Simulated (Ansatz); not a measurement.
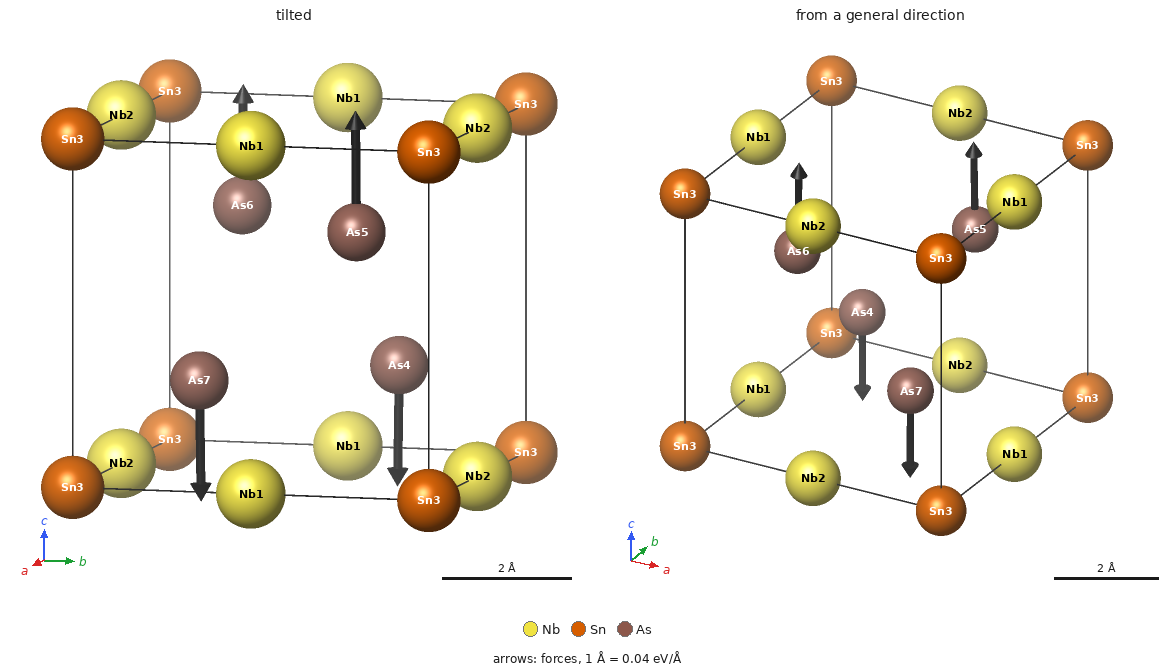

The figure gives a spheres-only picture of the atoms, viewed slightly off an axis and from a general direction. Atoms at the boundary of the simulation cell (the box) are drawn once for each face, edge or corner they touch. The arrows are the computed forces on the atoms.

System: Nb2SnAs4. Method used: DFT, r2SCAN+rVV10, plane waves, PAW in Ansatz 0.2.0. It ran with plane-wave cutoff 500 eV, 6×6×6 k-mesh, Fermi-Dirac smearing of 0.03 eV, no spin polarisation.

Question: Are the forces small enough to call this converged?

Answer: No. The atoms still feel forces of up to about 0.059 eV/Å, above a usual threshold of 0.01 to 0.03 eV/Å.

Question: Which atom is furthest from force balance?

Answer: All As atoms, about 0.059 eV/Å.

The structure was taken from a structure type filled with these elements by a generator (whether the compound takes this form wasn't checked). Earlier steps of the study, as a rule a relaxation of our own, may have changed the cell and positions, so they can lie some per cent off the listed ones. Ansatz was used for an electronic-structure calculation on it.
